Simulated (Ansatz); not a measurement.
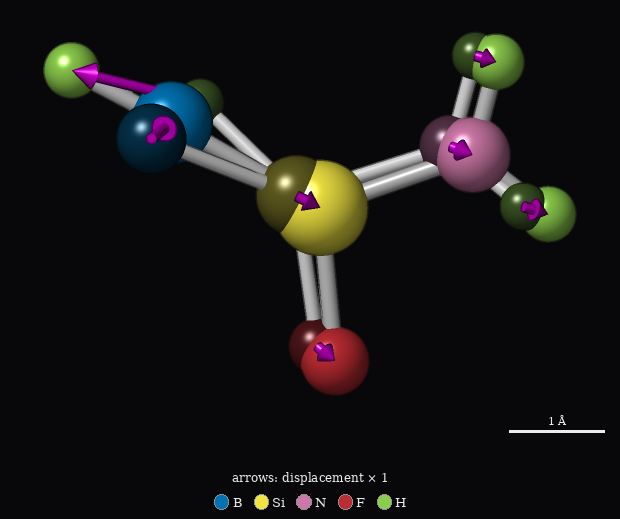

A relaxation of BSiNH$_{3}$F. The starting structure is drawn faded, the final one solid; purple arrows show the displacements, at their true length. The two geometries are superimposed by the best rigid fit.

Style: ball-and-stick. Shown face on.

The run prepares an end point of a later path (hydrogen shift) calculation, from a guessed geometry.

The calculation used UKS B3LYP/def2-SVP in Ansatz 0.2.0. Settings: collinear spin; force threshold 0.02 eV/Å; at most 50 steps.

> Which element moves most?

Hydrogen: up to 1.48 Å, against 0.69 Å for boron.

> Describe the change and its energy.

The atom that moves furthest after the best rigid fit is an H atom (1.48 Å). Largest moves by element: H 1.48 Å, B 0.69 Å, Si 0.28 Å, N 0.28 Å, F 0.27 Å. Among the contacts that change: H–Si 1.440 → 3.001 Å, B–H 1.271 → 1.187 Å, N–Si 1.715 → 1.698 Å, B–Si 1.829 → 1.818 Å. Bonds break: H–Si (1.44 → 3.00 Å). Among the angles between lasting bonds that change: Si–B–H 51.6° → 174.2°, B–Si–N 137.1° → 130.6°, N–Si–F 98.5° → 103.7°. Over 16 accepted moves (18 points after the start) the energy falls by 58.6 kcal/mol. Largest force component: 5.9 eV/Å at the start, 0.011 eV/Å at the end. The line search rejected the trial steps at points 14, 17 of the run.
